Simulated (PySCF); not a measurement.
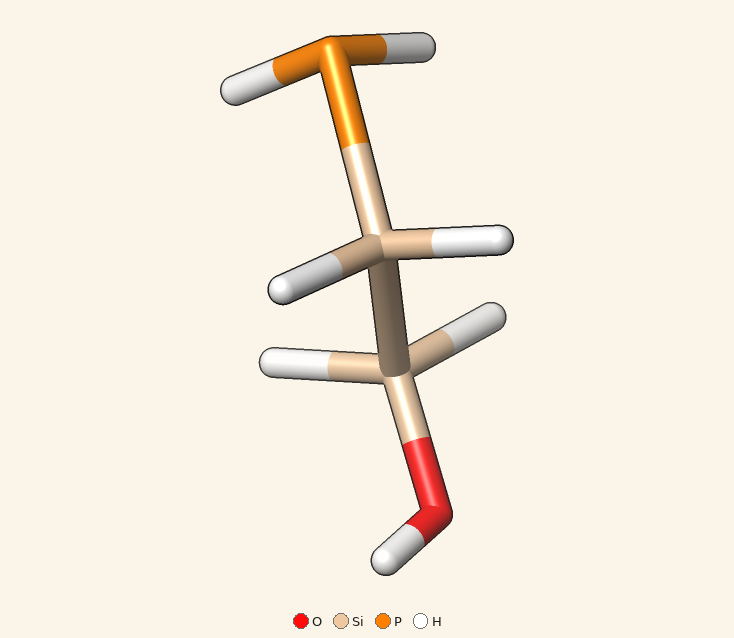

The computed structure is the end point of a PBE0-D3(BJ)/def2-SVP optimisation. No frequency run is at hand to confirm it as a minimum. Properties computed with EOM-CCSD/aug-cc-pVDZ, gas phase (PySCF 2.14.0).

Estimate the T1 diagnostic.

Answer. 0.014.

The run may have ended in an electronic state that isn't the lowest.
